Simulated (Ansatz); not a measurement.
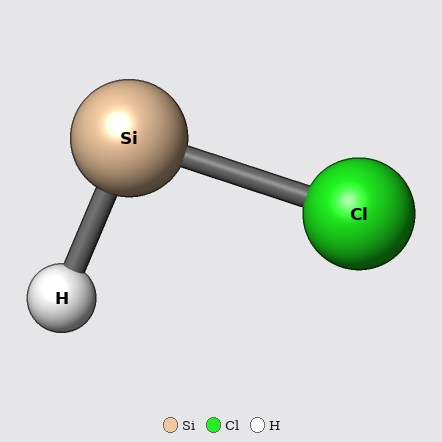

A ball-and-stick model of a molecule.

Question: Which formula does it have?

Answer: ClHSi, 3 atoms: 1 chlorine, 1 hydrogen and 1 silicon.

Question: How many bonds of each kind are drawn?

Answer: 1 Cl–Si, 1 Si–H. Sticks follow a distance rule.

Question: Give the symmetry (Schoenflies symbol).

Answer: Cs.

The parts below concern this one geometry. Atoms keep their numbers from picture to picture. The computed structure is the end point of a PBE0-D4/def2-TZVP optimisation.

### Vibrations

Harmonic vibrations computed with RKS PBE0-D4/def2-TZVP (Ansatz 0.2.0) at a stationary point of the same level.

Question: List the wavenumbers.

Answer: 3 modes: 525, 812, 2019 cm⁻¹.

### Dipole moment

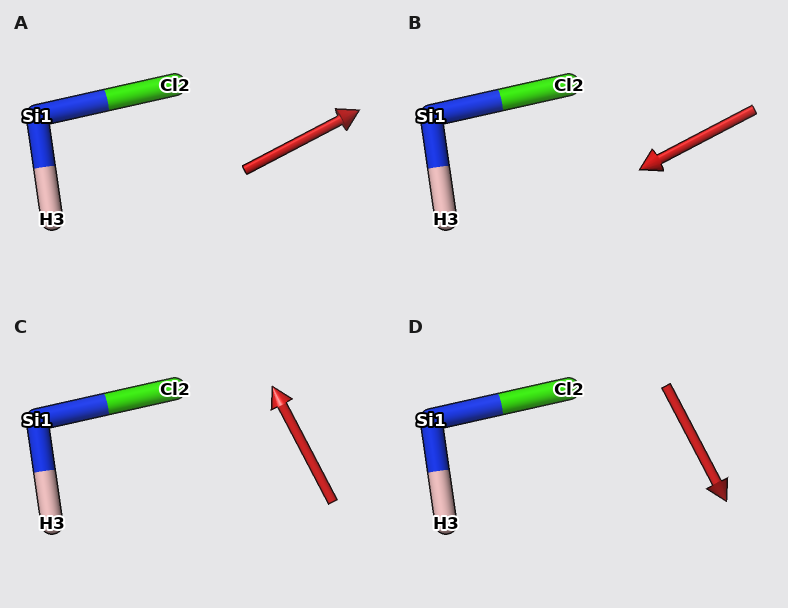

The same molecule four times, each with an arrow. Level of theory: RKS PBE0-D4/def2-TZVP (Ansatz 0.2.0).

Question: Which arrow points along the dipole moment, from the negative to the positive end?

Answer: B. The dipole moment is 0.97 D; it points from the side of Cl2 to the side of H3 (the outermost atoms at the two ends).

### Charges

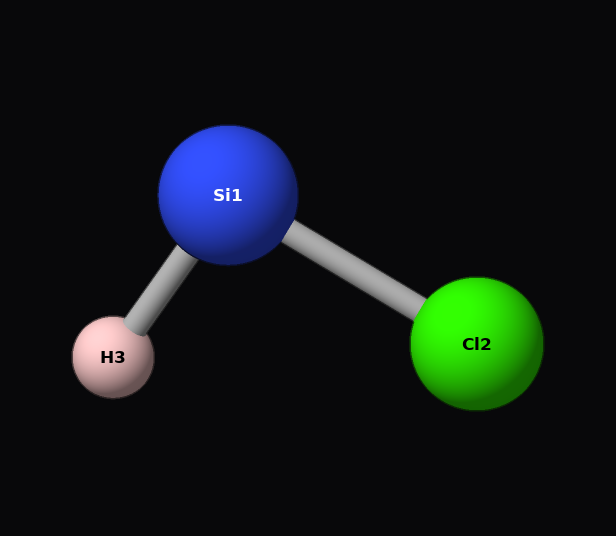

The questions are on Mulliken charges. Level of theory: RKS PBE0-D4/def2-TZVP (Ansatz 0.2.0).

List the Mulliken charges.

```json
{"atom": "Si1", "value (e)": "0.24"}
{"atom": "Cl2", "value (e)": "−0.22"}
{"atom": "H3", "value (e)": "−0.02"}
```

Mulliken values depend strongly on the basis set and can even reverse the polarity of a bond.
